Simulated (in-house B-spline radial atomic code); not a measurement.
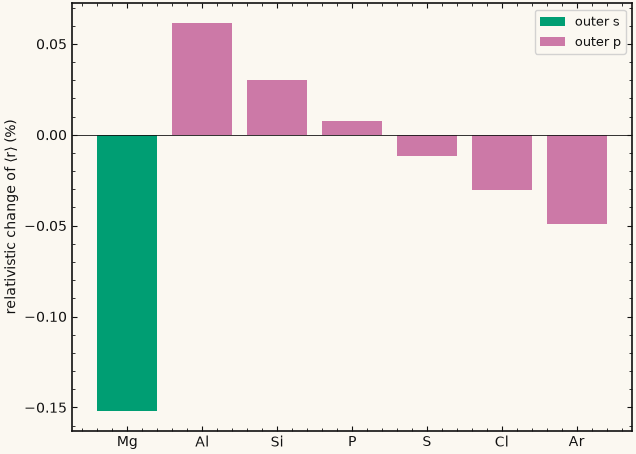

The effect of relativity on the mean radius of the outermost shell, taken as the one with the largest non-relativistic radius (j-weighted means). The figure is for Mg, Al, Si, P, S, Cl and Ar. Computed with a B-spline radial code: Hartree–Fock, non-relativistic against Dirac–Coulomb.

Does any expand?

Answer. Yes, most in Al (3p, 3.43 to 3.44 bohr, 0.062 %).
